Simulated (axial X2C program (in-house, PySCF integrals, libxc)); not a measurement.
**TeMo⁻: properties at the nuclei**

Aim: properties at the nuclei of TeMo⁻, with spin–orbit coupling in the Hamiltonian from the start.

Method: two-component X2C with atomic mean-field terms, Te dyall-acv3z, Mo dyall-acv3z; program: an in-house X2C program for linear molecules on PySCF integrals.

All values are calculated.

## 1. Input

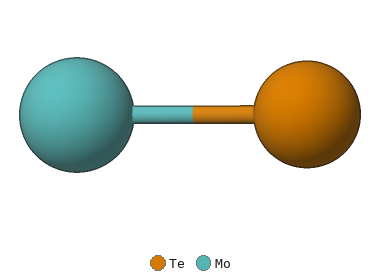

The two atoms at 2.490 Å (tellurium orange, molybdenum teal).

task.json reads:

```json
{
 "zs": [
  52,
  42
 ],
 "q": -1,
 "bas": [
  "dyall-acv3z",
  "dyall-acv3z"
 ],
 "r0": 2.49,
 "levels": [
  "PBE0",
  "HF",
  "PBE50",
  "BHandHLYP",
  "B3LYP"
 ],
 "nst": 3
}
```

Keys: zs atomic numbers; q charge; bas basis sets; r0 starting distance in Å; levels methods (HF also brings MP2); nst determinants followed.

The run is started by

```console
$ python soeom.py task.json out
```

Nuclei are Gaussian, cores are contracted, and the Gaunt term is on.

## 2. Expectation values, lowest determinant

R = 2.590 Å. State: Ω = 5/2 (excess of +ω over −ω: ω = 5/2).

Output of the PBE0 run:

```text
two-component X2C + atomic mean field  PBE0
basis functions 303  fitting functions 1431  grid points 5804
iter        total energy     max residual
   1     -10837.235905119     4.11e-05
   2     -10837.235905121     2.65e-05
   3     -10837.235905122     1.61e-05
   4     -10837.235905122     1.65e-05
   5     -10837.235905123     1.30e-06
converged
one-electron -15805.33003651  Coulomb 4829.72586047  exact exchange -74.35655282  xc functional -227.55698635  nuclear repulsion 446.22510759  atomic mean-field constant -5.94329750
```

The highest occupied spinor is 58% Te p, 20% Mo p, 18% Mo d.

```tsv
level	Eeff magnitude (GV/cm)	Ws magnitude Te (kHz)	A∥/gI Te (MHz)	qzz Te (a.u.)	A∥/gI Mo (MHz)	qzz Mo (a.u.)
PBE0	0.383	0.36	-29.6	2.44	341	0.37
HF	3.07	1.06	-72	2.66	195	0.27
PBE50	1.2	0.526	-35.2	2.52	304	0.31
BHandHLYP	0.353	0.419	-35.9	2.49	299	0.34
B3LYP	0.248	0.263	-32	2.41	354	0.38
```

Eeff is the effective electric field on the electron dipole moment in this Ω state and Ws the scalar–pseudoscalar constant (defined with the proton number Z and per Ω); A∥ is the parallel hyperfine constant, which follows by multiplying with the nuclear g factor gI = μI/(I μN); qzz is the electric field gradient, eQq0 = 234.96 MHz × Q/barn × qzz. The operators were transformed with the bare-nucleus X2C matrices.

## 3. Expectation values, a higher determinant

R = 2.590 Å. State: Ω = 3/2 (excess of +ω over −ω: ω = 1/2, ω = -3/2, ω = 5/2), 0.51 eV above the lowest in the PBE0 search for states (made at or near this distance, with looser thresholds).

Output of the PBE0 run:

```text
two-component X2C + atomic mean field  PBE0
basis functions 303  fitting functions 1431  grid points 5804
iter        total energy     max residual
   1     -10837.217324356     6.13e-05
   2     -10837.217324366     1.25e-05
   3     -10837.217324373     2.96e-05
   4     -10837.217324375     2.69e-05
   5     -10837.217324375     4.65e-06
converged
one-electron -15802.87666130  Coulomb 4827.25677354  exact exchange -74.35059920  xc functional -227.52864750  nuclear repulsion 446.22510759  atomic mean-field constant -5.94329750
```

The highest occupied spinor is 41% Mo p, 25% Mo s, 17% Te p.

```tsv
level	Eeff magnitude (GV/cm)	Ws magnitude Te (kHz)	A∥/gI Te (MHz)	qzz Te (a.u.)	A∥/gI Mo (MHz)	qzz Mo (a.u.)
PBE0	2.21	0.0305	-266	-2.84	585	-1.95
HF	1.92	1.27	-453	-4.71	196	-2.60
PBE50	1.49	0.274	-330	-3.40	503	-2.21
BHandHLYP	2.58	0.04	-305	-3.17	503	-2.05
B3LYP	3.13	0.322	-240	-2.54	618	-1.79
```

## 4. Expectation values, a higher determinant

R = 2.590 Å. State: Ω = 7/2 (excess of +ω over −ω: 2 × ω = 1/2, ω = 5/2), 0.76 eV above the lowest in the PBE0 search for states (made at or near this distance, with looser thresholds).

Output of the PBE0 run:

```text
two-component X2C + atomic mean field  PBE0
basis functions 303  fitting functions 1431  grid points 5804
iter        total energy     max residual
   1     -10837.207991145     5.63e-05
   2     -10837.207991147     1.58e-05
   3     -10837.207991152     2.22e-05
   4     -10837.207991153     1.11e-05
   5     -10837.207991155     2.43e-06
converged
one-electron -15802.54426142  Coulomb 4826.92020174  exact exchange -74.34664781  xc functional -227.51909374  nuclear repulsion 446.22510759  atomic mean-field constant -5.94329750
```

The highest occupied spinor is 41% Mo p, 25% Mo s, 18% Te p.

```tsv
level	Eeff magnitude (GV/cm)	Ws magnitude Te (kHz)	A∥/gI Te (MHz)	qzz Te (a.u.)	A∥/gI Mo (MHz)	qzz Mo (a.u.)
PBE0	2.93	0.21	238	-2.86	374	-1.87
HF	1.17	0.246	177	-3.07	162	-2.46
PBE50	2.26	0.0946	246	-3.22	330	-2.11
BHandHLYP	3.35	0.237	228	-2.88	345	-1.95
B3LYP	3.8	0.335	219	-2.56	402	-1.72
```

## 5. Results

| quantity | value |
| --- | --- |
| lowest determinant | Ω = 5/2 (excess of +ω over −ω: ω = 5/2) |
| Eeff magnitude (GV/cm), PBE0 | 0.383 |
| Ws magnitude Te (kHz), PBE0 | 0.36 |
| A∥/gI Te (MHz), PBE0 | -29.6 |
| qzz Te (a.u.), PBE0 | 2.44 |
| higher determinant | Ω = 3/2 (excess of +ω over −ω: ω = 1/2, ω = -3/2, ω = 5/2) |
| Eeff magnitude (GV/cm), PBE0, higher determinant | 2.21 |
| Ws magnitude Te (kHz), PBE0, higher determinant | 0.0305 |
| A∥/gI Te (MHz), PBE0, higher determinant | -266 |
| qzz Te (a.u.), PBE0, higher determinant | -2.84 |
| higher determinant | Ω = 7/2 (excess of +ω over −ω: 2 × ω = 1/2, ω = 5/2) |
| Eeff magnitude (GV/cm), PBE0, higher determinant | 2.93 |
| Ws magnitude Te (kHz), PBE0, higher determinant | 0.21 |
| A∥/gI Te (MHz), PBE0, higher determinant | 238 |
| qzz Te (a.u.), PBE0, higher determinant | -2.86 |

In the first state, the effective field runs from 0.248 to 3.07 GV/cm over the mean-field levels, so the levels don't agree on it. The expectation values come from single determinants, which for open shells can mix terms of unlike spin or miss the lowest Ω, so a determinant need not be a state. Eeff is the effective electric field on the electron dipole moment in this Ω state and Ws the scalar–pseudoscalar constant (defined with the proton number Z and per Ω); A∥ is the parallel hyperfine constant, which follows by multiplying with the nuclear g factor gI = μI/(I μN); qzz is the electric field gradient, eQq0 = 234.96 MHz × Q/barn × qzz. The operators were transformed with the bare-nucleus X2C matrices.
